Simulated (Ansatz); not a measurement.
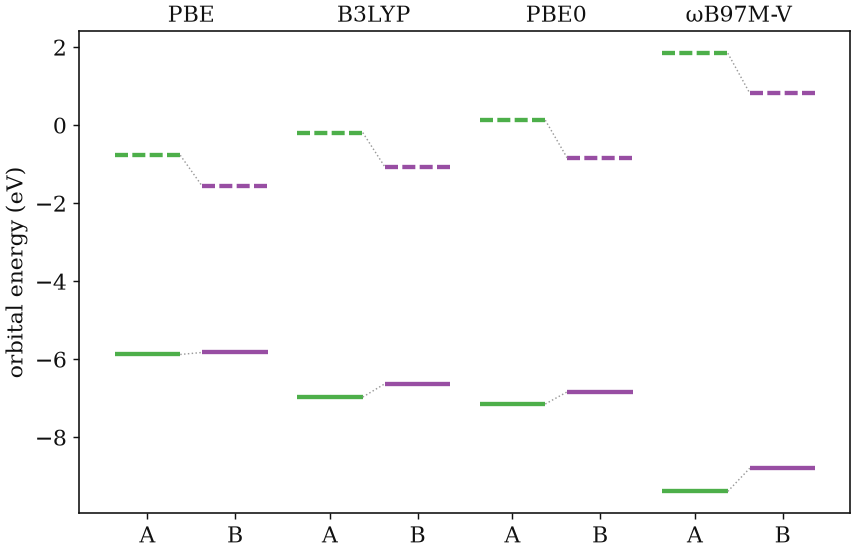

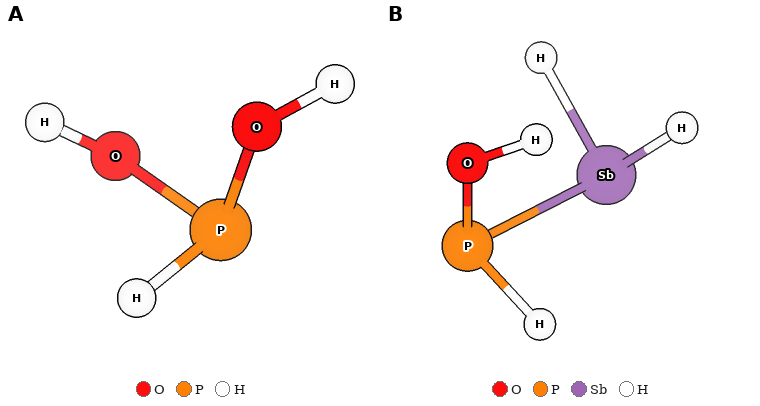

One change: A, PH₃O₂ (SMILES OPO, trivalent P–OH tautomer), becomes B, SbPH₄O (SMILES O[PH][SbH2], trivalent P–OH tautomer). OH on P is replaced by SbH₂. HOMO (solid) and LUMO (dashed) computed in def2-TZVPP at PBE0-D4/def2-TZVP geometries, both minima by their frequencies, gas phase, the Ansatz code. Empty levels above zero depend strongly on the basis.

What does the change do to HOMO and LUMO?

PBE: the HOMO rises by 0.05 eV, the LUMO falls by 0.79 eV, and the separation goes from 5.11 to 4.27 eV. B3LYP: the HOMO rises by 0.34 eV, the LUMO falls by 0.87 eV, and the separation goes from 6.78 to 5.57 eV. PBE0: the HOMO rises by 0.31 eV, the LUMO falls by 0.97 eV, and the separation goes from 7.28 to 6.00 eV. ωB97M-V: the HOMO rises by 0.59 eV, the LUMO falls by 1.02 eV, and the separation goes from 11.23 to 9.62 eV.

Do the functionals agree on the effect?

They agree on the direction for both levels; the HOMO shift lies between 0.05 and 0.59 eV and the LUMO shift between −1.02 and −0.79 eV, while the separations themselves differ by up to 6.1 eV between functionals.

Caveats: core potentials past krypton; spin-orbit coupling is left out, and with Sb it can shift these values.
